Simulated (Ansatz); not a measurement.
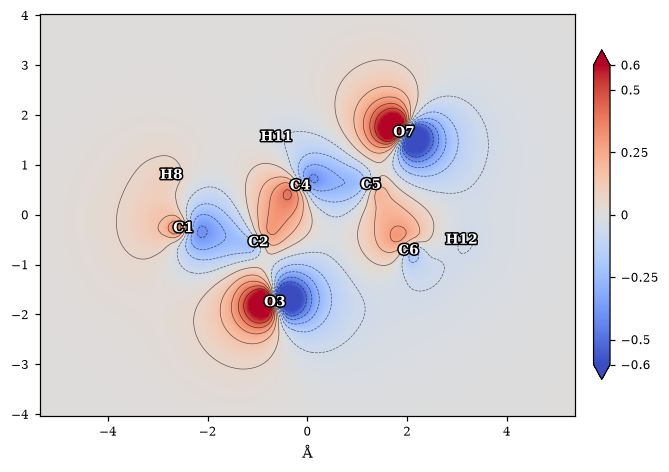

The picture shows: C5H7O2 (charge −1). The HOMO−1 on the plane of atoms C2, C4 and C5 (values in Å⁻³ᐟ²; the overall sign is arbitrary).

Geometry: PBE0-D4/def2-TZVPD.

All numbers below come from Ansatz 0.2.0, RKS PBE0-D4/def2-TZVPPD.

The calculation's input:

```
crystal:
  periodic: [false, false, false]
  atoms:
    - {symbol: C, position_ang: [1.227710, -1.979276, 0.434163]}
    - {symbol: C, position_ang: [0.691146, -0.553022, 0.303630]}
    - {symbol: O, position_ang: [1.413242, 0.347601, 0.777846]}
    - {symbol: C, position_ang: [-0.555182, -0.422852, -0.336859]}
    - {symbol: C, position_ang: [-1.275099, 0.775409, -0.586798]}
    - {symbol: C, position_ang: [-0.679582, 2.094847, -0.132949]}
    - {symbol: O, position_ang: [-2.376946, 0.797570, -1.163493]}
    - {symbol: H, position_ang: [0.562838, -2.735481, 0.010293]}
    - {symbol: H, position_ang: [1.393927, -2.198508, 1.493445]}
    - {symbol: H, position_ang: [2.201474, -2.037229, -0.062126]}
    - {symbol: H, position_ang: [-1.041415, -1.327554, -0.688630]}
    - {symbol: H, position_ang: [-1.369716, 2.897211, -0.402010]}
    - {symbol: H, position_ang: [0.299944, 2.255093, -0.589982]}
    - {symbol: H, position_ang: [-0.492331, 2.086180, 0.943469]}
basis:
  gaussian: {orbitals: "def2-TZVPPD.json"}
total_charge: -1
hamiltonian: {xc: pbe0, dispersion: d4}
output: {orbitals: {seedname: orbitals}}
```

Command:

```sh
ansatz run in.yaml --threads 4 --pin off --events-out ev --progress --plain --max-ram 11315MiB
```

### What is the character of this orbital?

It lies mainly on O3 (about 35 %), O7 (about 30 %), C4 (about 5 %), C2 (about 5 %) and C1 (about 5 %). Its energy is −1.83 eV.
